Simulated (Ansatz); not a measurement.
# How fast states decay through MgZn2PBr3, part 3 of 3

Wanted: the relaxed cell of MgZn2PBr3, its band edges and its decay constants. It is built by putting Mg for part of the Zn in the Zn3PBr3 structure of space group Pm, with the volume rescaled by atomic radii. The parent structure comes from the Materials Project.

Ansatz 0.2.0; LDA DFT, plane waves, PAW files (the session's first sound run).

So far, gap on the k-mesh (eV): step 3 (band edges, LDA) 1.70; step 4 (complex bands, plane (100), k-mesh 6×4×4, LDA) 1.70; step 6 (PBEsol) 1.83.

The structure was built from a prototype and need not be the compound's stable phase.

## (7) Complex bands at another level

This step: PBEsol DFT, plane waves, PAW files; complex bands by layer matching along the plane's normal (Ansatz 0.2.0).

The complex bands at that level, over its own gap, at (0, 0) and (0.5, 0).

Contents of input.yaml:

```yaml
crystal:
  lattice:
    - [3.975877701, 0.0, 0.0]
    - [0.0, 6.758527218, 0.0]
    - [0.0, -0.03200318, 6.553317385]
  atoms:
    - { symbol: Zn, position: [0.0, 0.3040738341, 0.4746624673] }
    - { symbol: Zn, position: [0.5, 0.871503597, 0.5067651787] }
    - { symbol: Mg, position: [0.5, 0.1503683281, 0.0078329372] }
    - { symbol: P, position: [0.5, 0.1788682033, 0.3805573175] }
    - { symbol: Br, position: [0.0, 0.3476799328, 0.8704480058] }
    - { symbol: Br, position: [0.5, 0.8079688876, 0.8687087587] }
    - { symbol: Br, position: [0.0, 0.6728852071, 0.3870243348] }
kpoints:
  mp_grid: { grid: [6, 4, 4] }
scf:
  occupations: { method: fixed }
hamiltonian:
  xc: pbesol
output:
  eigenvalues: true
  transmission:
    leads: [[0, 0]]
    kpoints: [[0.0, 0.0], [0.5, 0.0]]
    e_range: [-1.0, 2.83]
    de: 0.1
```

The run is started by

```sh
$ ansatz run input.yaml --threads 2 --pin off --max-ram 4096MiB --backend cpu --events-out ev --progress --plain --runs-dir out
```

Numbers of over 12 decimals in the logs are rounded to 6 here.

Output:

```text
[...]
Crystal: 7 atoms, lattice volume = 176.095 Å³
Basis set: ecut = 420 eV, 3431 PW (Γ)
Bands: 37, of which v1, the nominal top of the filled ones, is band 30 counted from 1 (29 counted from 0)
Symmetry: 2 space group operations
[...]
k-points: 40 of 96 (time reversal used)
[...]
SCF iter   1: F=—  HF=-17428.829979 eV  |F-HF|=—  |Δ(HF+E_count)|=         —  Δρ=3.71e-3  dr2=2.90e-2  ethr=1.77e-3  ⟨swp⟩=6.1  Hψ=6646  notcnv=0  defer=186
[...]
SCF iter   9: F=-17428.821855 eV  HF=-17428.821855 eV  |F-HF|=1.31e-8  |Δ(HF+E_count)|=   1.59e-7  Δρ=2.03e-6  dr2=8.87e-9  ethr=1.67e-10  ⟨swp⟩=13.7  Hψ=7535  notcnv=0
SCF 1 converged in 9 iterations: F = -17428.821855 eV  dr2 = 8.87e-9
[...]
transmission: 11 of 22 steps passed
transmission: 22 of 22 steps passed
SCF converged after 9 iterations
Free energy (F): -17428.821855 eV
[...]
Internal energy: -17428.821855 eV  (E = F + TS)
E sigma→0 (E₀):  -17428.821855 eV
Fermi energy:    4.437048 eV
[...]
--- Band table (eV; the first three rows and the last of 40) ---
  k-point 0: bands = [... 26 lower, 2.8841, 3.6628, 4.0832, 4.4370, 6.2638, 7.3354, 7.6515, 8.8038, ... 3 higher]
  k-point 1: bands = [... 26 lower, 2.8499, 3.2120, 4.0791, 4.3939, 6.6999, 7.4975, 7.7118, 8.4562, ... 3 higher]
  k-point 2: bands = [... 26 lower, 2.8160, 2.9621, 4.0847, 4.3514, 6.9287, 7.6798, 7.9279, 8.3635, ... 3 higher]
  k-point 39: bands = [... 26 lower, 2.2553, 2.5762, 3.4041, 3.5497, 7.0212, 7.2933, 7.7607, 8.4512, ... 3 higher]
--- Transmission ---
  basis      : 239 plane waves across, 11 finite elements along
  points     : 2, as listed
[...]
channels       : 0.000000e0 a spin
[...]
slowest decay  : 0.1917 /Å at (0.0000, 0.0000)
```

The job ended after 19 s (2 threads of AMD EPYC 9R45, shared host; peak memory 0.85 GiB).

Numbers from this step:

```yaml
level_to_which_the_leads_are_filled: 0.9134 eV from the Fermi level
decay_constant_at_the_filling_level_zone_centre: 0.1917 Å⁻¹
decay_constant_at_the_filling_level_slowest_listed_point: 0.1917 Å⁻¹
```

K parallel (0, 0); values up to 1.5 1/Å, a degenerate pair printed once or twice; energies at which all values exceed this have no row. Table of Im kz of the slowest decaying states by energy, zero at the highest filled level on the SCF mesh:

```csv
energy (eV),decay 1 (Å⁻¹),decay 2 (Å⁻¹),decay 3 (Å⁻¹),decay 4 (Å⁻¹)
-1.000,0.363,0.524,0.548,0.581
-0.500,0.155,0.306,0.408,0.476
0.000,0.0157,0.179,0.316,0.738
0.500,0.198,0.338,0.471,0.811
1.000,0.187,0.333,0.544,0.769
1.500,0.138,0.310,0.574,0.662
2.000,0.264,0.539,0.583,0.695
2.500,0.0376,0.194,0.372,0.581
```

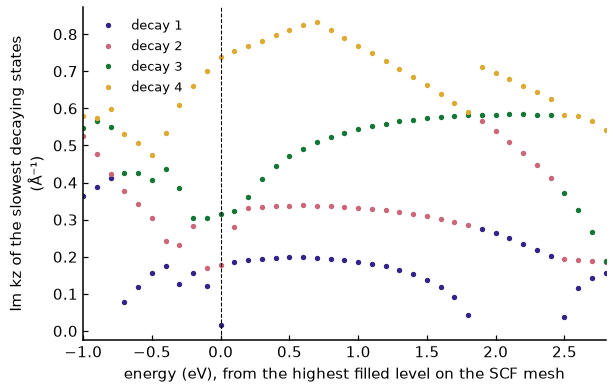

Im kz of the slowest decaying states, plotted against energy.

K parallel (0.5, 0); values up to 1.5 1/Å, a degenerate pair printed once or twice; energies at which all values exceed this have no row. The Im kz of the slowest decaying states by energy, zero at the highest filled level on the SCF mesh:

```csv
energy (eV),decay 1 (Å⁻¹),decay 2 (Å⁻¹),decay 3 (Å⁻¹),decay 4 (Å⁻¹)
-1.000,0.234,0.349,0.422,0.542
-0.500,0.256,0.383,0.479,0.568
0.000,0.322,0.401,0.508,0.581
0.500,0.351,0.408,0.519,0.583
1.000,0.363,0.368,0.444,0.519
1.500,0.333,0.364,0.456,0.509
2.000,0.290,0.354,0.458,0.491
2.500,0.226,0.335,0.451,0.465
```

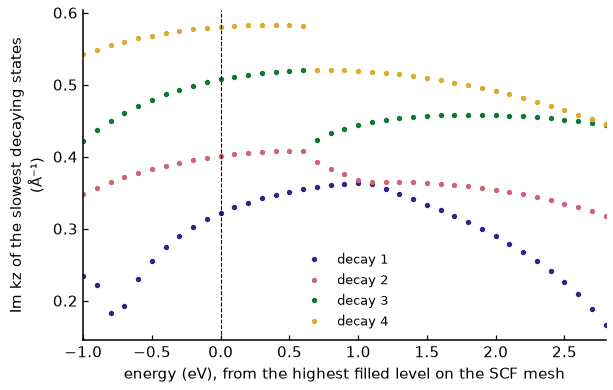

Im kz of the slowest decaying states against energy.

At the listed wavevectors the last open channel is at -0.80 eV and the next at +1.90 eV on the grid, wider than the gap, since narrow bands can fall between grid energies. At +0.90 eV, the grid energy nearest the filling level (the middle of the gap on the SCF mesh), the slowest state at the listed wavevectors decays with κ = 0.192 Å⁻¹, its amplitude falling by e over 5.2 Å; the first such run, plane (100), gave 0.180 Å⁻¹.

## (8) A check of the settings

This step: LDA DFT, plane waves, PAW files; complex bands by layer matching along the plane's normal; changed: magnetization = {"spin_polarized": true, "spin_orbit": true}, hamiltonian.pseudopotentials = {"kind": "nc"}, scf.max_iter = 100 (Ansatz 0.2.0).

This run repeats an earlier one, its twin (the complex run, plane (100)), with four settings changed (scf.max_iter, hamiltonian.pseudopotentials.kind, magnetization.spin_polarized, magnetization.spin_orbit; files written aside). The setting was drawn as a possible misstep, on purpose. Where the input is shown as a difference, that is against the step before, not the twin.

input.yaml, as its differences from that of step 7:

```diff
@@ -17,4 +17,6 @@
   occupations: { method: fixed }
+  max_iter: 100
 hamiltonian:
-  xc: pbesol
+  xc: lda
+  pseudopotentials: { kind: nc }
 output:
@@ -24,3 +26,6 @@
     kpoints: [[0.0, 0.0], [0.5, 0.0]]
-    e_range: [-1.0, 2.83]
-    de: 0.1
+    e_range: [-1.0, 2.7]
+    de: 0.09
+magnetization:
+  spin_polarized: true
+  spin_orbit: true
```

Output:

```text
Error: 2 input errors — fix all and re-run
  1. inconsistent input (magnetization.spin_orbit, magnetization.noncollinear): true requires noncollinear: true — spin–orbit coupling acts on 2-spinor wavefunctions; set both flags
  2. inconsistent input (magnetization.spin_orbit, hamiltonian.pseudopotentials.kind): true requires a fully-relativistic hamiltonian.pseudopotentials.kind (nc_fr or paw_fr), or kind: all_electron without datasets and azcp, which then solves Dirac's equation on LAPW. paw_fr resolves this project's PAW files (source: ansatz) by j as it reads them
```

The job ended after 0.02 s (2 threads; peak memory 0.044 GiB).

The program refused the input before any cycle.

The program's message: “Error: 2 input errors — fix all and re-run”

The change that led to it: magnetization and hamiltonian.pseudopotentials = {"kind": "nc"}.

## (9) A repeat with changed settings: output.transmission.temperature = 600.0

This step: LDA DFT, plane waves, PAW files; complex bands by layer matching along the plane's normal; changed: output.transmission.temperature = 600.0 (Ansatz 0.2.0).

This run repeats an earlier one, its twin (the complex run, plane (100)), with one setting changed (output.transmission.temperature; files written aside). It is meant to test how the leads' temperature enters. Where the input is shown as a difference, that is against the step before, not the twin.

input.yaml, as its differences from that of step 8:

```diff
@@ -17,6 +17,4 @@
   occupations: { method: fixed }
-  max_iter: 100
 hamiltonian:
   xc: lda
-  pseudopotentials: { kind: nc }
 output:
@@ -28,4 +26,2 @@
     de: 0.09
-magnetization:
-  spin_polarized: true
-  spin_orbit: true
+    temperature: 600.0
```

Output:

```text
[...]
Crystal: 7 atoms, lattice volume = 176.095 Å³
Basis set: ecut = 420 eV, 3431 PW (Γ)
Bands: 37, of which v1, the nominal top of the filled ones, is band 30 counted from 1 (29 counted from 0)
Symmetry: 2 space group operations
[...]
k-points: 40 of 96 (time reversal used)
[...]
SCF iter   1: F=—  HF=-17207.126234 eV  |F-HF|=—  |Δ(HF+E_count)|=         —  Δρ=5.72e-3  dr2=4.61e-2  ethr=1.77e-3  ⟨swp⟩=5.9  Hψ=5960  notcnv=0  defer=184
[...]
SCF iter   9: F=-17207.111916 eV  HF=-17207.111916 eV  |F-HF|=1.97e-8  |Δ(HF+E_count)|=   3.80e-8  Δρ=3.50e-6  dr2=1.73e-8  ethr=1.67e-10  ⟨swp⟩=3.0  Hψ=3026  notcnv=0
SCF 1 converged in 9 iterations: F = -17207.111916 eV  dr2 = 1.73e-8
[...]
transmission: 11 of 22 steps passed
transmission: 22 of 22 steps passed
SCF converged after 9 iterations
Free energy (F): -17207.111916 eV
[...]
Internal energy: -17207.111916 eV  (E = F + TS)
E sigma→0 (E₀):  -17207.111916 eV
Fermi energy:    4.240649 eV
[...]
--- Band table (eV; the first three rows and the last of 40) ---
  k-point 0: bands = [... 26 lower, 2.7170, 3.4751, 3.8850, 4.2406, 5.9404, 7.0281, 7.3922, 8.5626, ... 3 higher]
  k-point 1: bands = [... 26 lower, 2.6824, 3.0129, 3.8807, 4.1973, 6.3981, 7.1999, 7.4325, 8.2005, ... 3 higher]
  k-point 2: bands = [... 26 lower, 2.6482, 2.7699, 3.8868, 4.1548, 6.6320, 7.4020, 7.6450, 8.0798, ... 3 higher]
  k-point 39: bands = [... 26 lower, 2.0760, 2.3900, 3.2108, 3.3623, 6.7572, 7.0539, 7.4666, 8.1603, ... 3 higher]
--- Transmission ---
  basis      : 239 plane waves across, 11 finite elements along
  points     : 2, as listed
[...]
channels       : 0.000000e0 a spin
[...]
slowest decay  : 0.1798 /Å at (0.0000, 0.0000)
```

Run time: 26 s. Hardware: 2 threads; peak memory 0.85 GiB.

This step gave:

| Item | Value |
| --- | --- |
| free energy | -17207.1119 eV |
| Fermi energy | 4.241 eV |
| gap on the k-mesh | 1.700 eV |
| level to which the leads are filled | 0.8499 eV from the Fermi level |
| decay constant at the filling level, zone centre | 0.1798 Å⁻¹ |
| decay constant at the filling level, slowest listed point | 0.1798 Å⁻¹ |

K parallel (0, 0); values up to 1.5 1/Å, a degenerate pair printed once or twice; energies at which all values exceed this have no row. The Im kz of the slowest decaying states by energy, zero at the highest filled level on the SCF mesh:

```csv
energy (eV),decay 1 (Å⁻¹),decay 2 (Å⁻¹),decay 3 (Å⁻¹),decay 4 (Å⁻¹)
-1.0000,0.356,0.523,0.537,0.579
-0.7300,0.0529,0.388,0.417,0.536
-0.4600,0.179,0.283,0.336,0.422
-0.2800,0.131,0.244,0.371,0.615
-0.0100,0.171,0.311,0.730,0.731
0.2600,0.185,0.328,0.392,0.770
0.5300,0.189,0.332,0.477,0.809
0.7100,0.186,0.332,0.509,0.816
0.9800,0.175,0.326,0.541,0.757
1.2500,0.151,0.316,0.561,0.699
1.5200,0.105,0.300,0.573,0.638
1.7900,0.276,0.572,0.580,0.714
1.9700,0.255,0.523,0.582,0.685
2.2400,0.211,0.437,0.582,0.638
2.5100,0.122,0.192,0.321,0.579
```

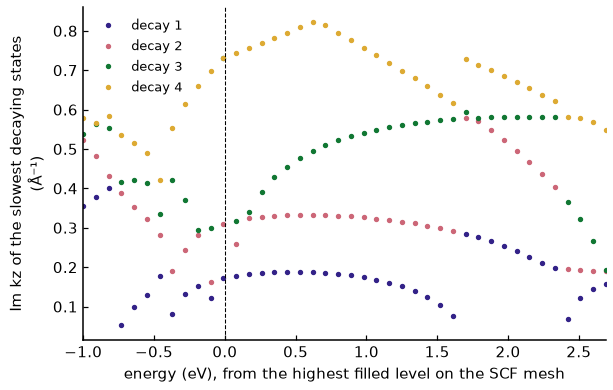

Im kz of the slowest decaying states, plotted against energy.

K parallel (0.5, 0); values up to 1.5 1/Å, a degenerate pair printed once or twice; energies at which all values exceed this have no row. Im kz of the slowest decaying states against energy, zero at the highest filled level on the SCF mesh:

```csv
energy (eV),decay 1 (Å⁻¹),decay 2 (Å⁻¹),decay 3 (Å⁻¹),decay 4 (Å⁻¹)
-1.0000,0.232,0.344,0.418,0.538
-0.7300,0.166,0.365,0.454,0.554
-0.4600,0.259,0.380,0.478,0.565
-0.2800,0.288,0.388,0.490,0.571
-0.0100,0.317,0.396,0.503,0.576
0.2600,0.336,0.401,0.511,0.579
0.5300,0.348,0.403,0.515,0.578
0.7100,0.353,0.403,0.516,0.577
0.9800,0.358,0.369,0.433,0.514
1.2500,0.349,0.360,0.443,0.51
1.5200,0.329,0.358,0.448,0.503
1.7900,0.305,0.354,0.450,0.494
1.9700,0.288,0.349,0.450,0.487
2.2400,0.256,0.340,0.448,0.473
2.5100,0.216,0.328,0.443,0.458
```

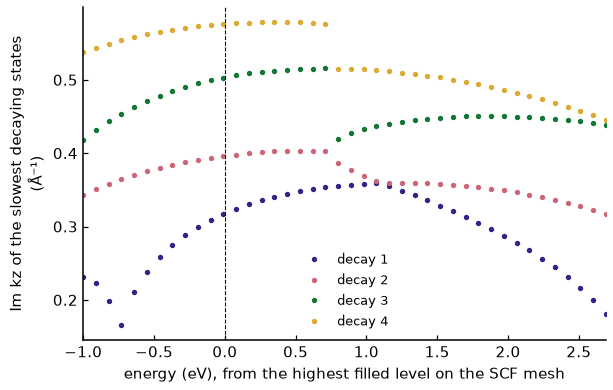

Im kz of the slowest decaying states against energy.

The temperature enters the conductance and not T(E) itself. No conductance was computed here for it to change.

## (10) Results

```
band gap                                         : 1.70 eV
least decay constant at mid-gap, normal to (100) : 0.180 Å⁻¹
least decay constant on a mesh, normal to (100)  : 0.182 Å⁻¹
least decay constant, PBEsol                     : 0.192 Å⁻¹
```

What this shows: With LDA, the slowest decay at the wavevectors tried is κ = 0.180 Å⁻¹, normal to (100). Through such a film the transmission near mid-gap falls as exp(−2κd), a factor of ten every 6.4 Å. A free electron under a barrier of half the gap would need a mass of 0.14 mₑ to decay at this rate. With PBEsol the gap goes from 1.70 to 1.83 eV and the decay constant, over the first 2 listed wavevectors, from 0.180 to 0.192 Å⁻¹. The compound is made up by substitution; its stability against other phases and against distortions of the cell's symmetry was not tested. A semilocal functional narrows gaps, so real decay constants are likely larger.

[Logs are printed without paths, hosts, clocks, repeated set-up lines and the standing remarks that a program may print on its own settings, such as how far it seeks lower states.]

[Hosts, paths, dates, database ids (printed as entryN), source tags and the programs' standing remarks are cut or masked in the printed files.]

[New means built here by substitution; the compound itself may be known and measured.]
